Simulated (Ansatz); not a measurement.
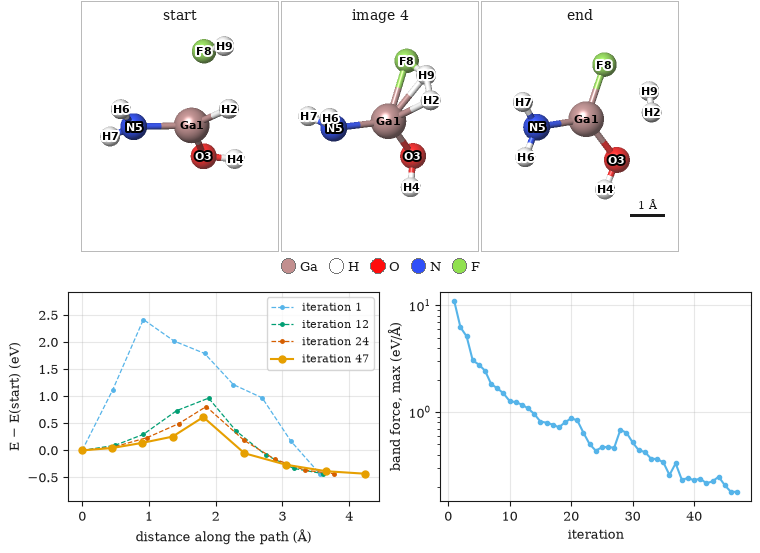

A nudged-elastic-band calculation for GaNH$_{5}$OF, made up at the start of GaNH4O and HF. Images are numbered from 0 (start) to 8 (end). The plot follows the band through its iterations. Style: ball-and-stick. Shown at a tilt.

The calculation used RKS PBE0-D4/def2-SVP (Ansatz). Run with 7 movable images; climbing image from the first iteration; force threshold 0.05 eV/Å; iteration limit 47; optimiser FIRE; starting path through a guess of the saddle point.

> Did the band converge, and can the barrier be trusted?

The result isn't final. The band hadn't converged when the run stopped after 47 iterations. The largest component of the band force went from 11 to 0.18 eV/Å. The barrier read from it is provisional: over the last two iterations the highest image moved from 0.63 eV to 0.61 eV. The first iteration put the highest image at 2.42 eV. The energy climbs by 0.61 eV to image 4 and then falls by 1.05 eV, so the end point sits at −0.43 eV.

Limits of the set-up: the start holds two separate molecules, 2.2 Å apart at their closest, whose relative position is a soft coordinate.

Cost: 30 min on 2 threads of Intel(R) Xeon(R) Processor @ 2.50GHz (Skylake/Cascade Lake), on a shared host, peak memory 0.23 GiB.
